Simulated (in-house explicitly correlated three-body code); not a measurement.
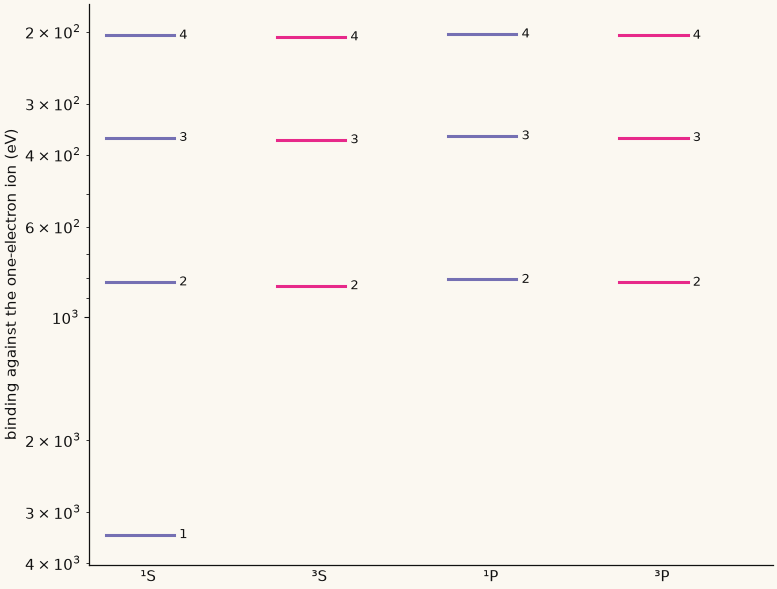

Two electrons around a point charge Z = 16.452. Computed variationally in 260 exponentially correlated functions with an in-house code, non-relativistic, converged to about 10⁻⁸ of the energy. The plot shows the bound S and P states that converged, by term and principal number n, on a logarithmic scale of binding.

Describe the level scheme.

Answer. The ground state is bound by 3407 eV. The n = 2 states drawn run, from the deepest, 2 ³S (837.8 eV), 2 ³P (821.6 eV), 2 ¹S (820.0 eV), 2 ¹P (808.5 eV). Exchange puts 2 ³S below 2 ¹S by 17.8 eV and 2 ³P below 2 ¹P by 13.1 eV. Quantum defects n − (Z − 1)/√(2 E(binding)): 2 ³S 0.031, 2 ³P 0.012, 2 ¹S 0.010, 2 ¹P −0.004.
